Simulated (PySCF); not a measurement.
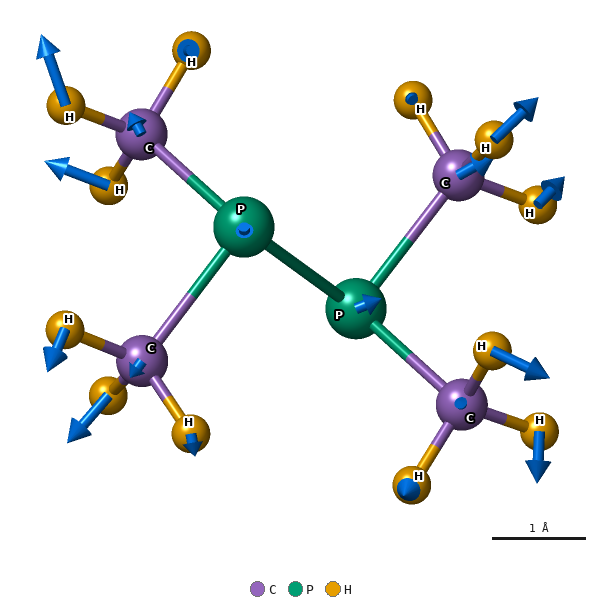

A relaxation of C$_{4}$H$_{12}$P$_{2}$. The starting structure is drawn; blue arrows show the displacements, magnified 10 times. The two geometries are superimposed by the best rigid fit.

The picture is a ball-and-stick view, seen at a tilt.

The start comes from GFN2-xTB. Its atoms were then displaced at random by about 0.01 Å.

These are results of PySCF 2.14.0, density-fitted response routines, PBE0-D3(BJ)/def2-SVP geometry optimisation, gas phase, not measurements. 

**What did the optimiser do to the structure, and how much energy did it gain?**

An H atom moves most after the best rigid fit: 0.082 Å. Largest moves by element: H 0.082 Å, C 0.049 Å, P 0.030 Å. Near-neighbour distances that change, for instance: C–H 1.070 → 1.101 Å, C–P 1.832 → 1.856 Å, C–H 1.121 → 1.102 Å, C–P 1.868 → 1.856 Å. Among the angles between lasting bonds that change: P–C–H 112.6° → 109.8°, H–C–H 110.2° → 107.4°, P–C–H 110.4° → 112.7°. Over 3 geometry steps the energy falls by 10.2 kJ/mol. The run took 39 s on 1 thread of Arm Neoverse V1, with other jobs on the host.
